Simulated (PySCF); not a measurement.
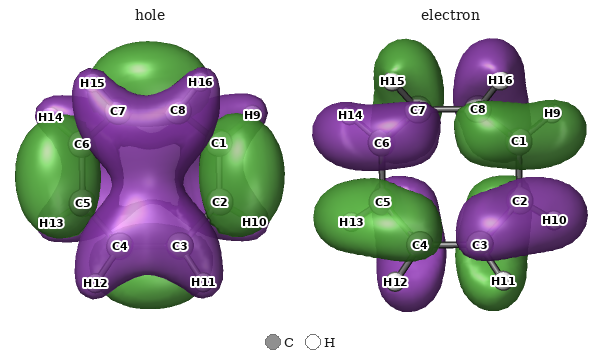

*C8H8, SMILES `C1=CC=CC=CC=C1`. Leading natural transition orbital pair of S₁ (TDA singlet states); the surfaces enclose about 85 % of each orbital's density.*

Level of theory: B3LYP/6-31+G* (PySCF), at a geometry from GFN2-xTB. No frequency check shows the geometry to be a minimum.

### Where does the state lie, and where do hole and electron sit?

4.00 eV (310 nm), f = 0.000 (dark); the leading pair carries 98 %; hole on C1, C2, C3, C4, C5, C6, C7 and C8 (11 % each), electron on C1, C2, C3, C4, C5, C6, C7 and C8 (11 % each); their centroids lie 0.0 Å apart. In canonical orbitals it is mainly HOMO → LUMO (98 %). The HOMO–LUMO gap is 4.90 eV.
